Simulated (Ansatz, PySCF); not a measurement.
Breaking a bond: GeH, doublet.

Computed with: ROCCSD(T) = CCSD(T) on ROHF/cc-pVTZ, cores with 3d frozen (Ansatz, a first-principles code); ROCCSD = CCSD on ROHF/cc-pVTZ, cores with 3d frozen run with Ansatz; UKS-PBE = unrestricted PBE/cc-pVTZ (PySCF 2.14.0).

Energies are in kJ/mol, each relative to the lowest point of its own curve near equilibrium.

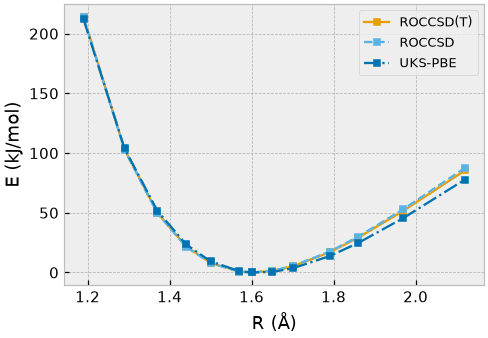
*Energy against bond length for each method.*

```json
[
 {"R / Å": "1.19", "ROCCSD(T)": "214.2", "ROCCSD": "213.5", "UKS-PBE": "212.1"},
 {"R / Å": "1.29", "ROCCSD(T)": "103.3", "ROCCSD": "102.7", "UKS-PBE": "103.9"},
 {"R / Å": "1.37", "ROCCSD(T)": "50.1", "ROCCSD": "49.6", "UKS-PBE": "51.7"},
 {"R / Å": "1.44", "ROCCSD(T)": "21.9", "ROCCSD": "21.6", "UKS-PBE": "23.6"},
 {"R / Å": "1.50", "ROCCSD(T)": "8.0", "ROCCSD": "7.8", "UKS-PBE": "9.3"},
 {"R / Å": "1.57", "ROCCSD(T)": "0.8", "ROCCSD": "0.7", "UKS-PBE": "1.2"},
 {"R / Å": "1.60", "ROCCSD(T)": "0.0", "ROCCSD": "0.0", "UKS-PBE": "0.0"},
 {"R / Å": "1.65", "ROCCSD(T)": "1.3", "ROCCSD": "1.4", "UKS-PBE": "0.5"},
 {"R / Å": "1.70", "ROCCSD(T)": "5.1", "ROCCSD": "5.4", "UKS-PBE": "3.4"},
 {"R / Å": "1.79", "ROCCSD(T)": "16.9", "ROCCSD": "17.4", "UKS-PBE": "13.7"},
 {"R / Å": "1.86", "ROCCSD(T)": "29.1", "ROCCSD": "30.0", "UKS-PBE": "24.7"},
 {"R / Å": "1.97", "ROCCSD(T)": "51.7", "ROCCSD": "53.0", "UKS-PBE": "45.6"},
 {"R / Å": "2.12", "ROCCSD(T)": "85.4", "ROCCSD": "87.5", "UKS-PBE": "77.7"}
]
```

At the longest distance, 2.12 Å, ROCCSD lies highest above its minimum (87.5 kJ/mol) and UKS-PBE lowest (77.7 kJ/mol).

The scan ran from 1.19 to 6.40 Å; beyond the distances shown one of the unrestricted levels run for this scan, shown here or not, changes its spin distribution in one step.
